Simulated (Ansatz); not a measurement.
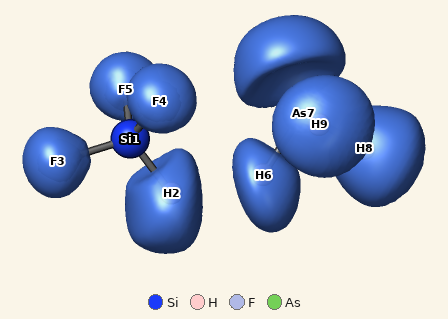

F₃HSi···AsH₃. Isosurface of the ELF at 0.8 (blue), seen from one side. Core shells and regions of very low density are left out.

Not at a stationary point (largest force 0.7 eV/Å).

Computed with RKS B3LYP-D4/def2-SVP (Ansatz 0.2.0).

```yaml
atoms:
  - { symbol: Si, position_ang: [-0.6980, 0.4664, -1.4233] }
  - { symbol: H, position_ang: [-1.3039, 0.5832, -0.1249] }
  - { symbol: F, position_ang: [-1.3807, 1.4477, -2.4976] }
  - { symbol: F, position_ang: [0.8624, 0.8465, -1.3258] }
  - { symbol: F, position_ang: [-0.8154, -1.0332, -1.9817] }
  - { symbol: H, position_ang: [-0.2454, -0.1304, 1.3226] }
  - { symbol: As, position_ang: [0.9841, -1.0108, 1.3998] }
  - { symbol: H, position_ang: [0.7162, -1.3458, 2.8693] }
  - { symbol: H, position_ang: [1.8808, 0.1765, 1.7615] }
```

**Where are the electrons localised?**

The ELF exceeds this value in four regions around hydrogen nuclei, one lobe on As, pointing away from the bonds (lone pairs) and three regions wrapped around F (its lone pairs, merged into a ring or cap).

Values along the shortest contacts:
H2···H6 (1.93 Å): the ELF dips to about 0.10 between them. Si–F (1.60 Å): the ELF peaks at about 0.85 in the valence shell of F, 0.6 Å from its nucleus, and is about 0.35 at the midpoint.
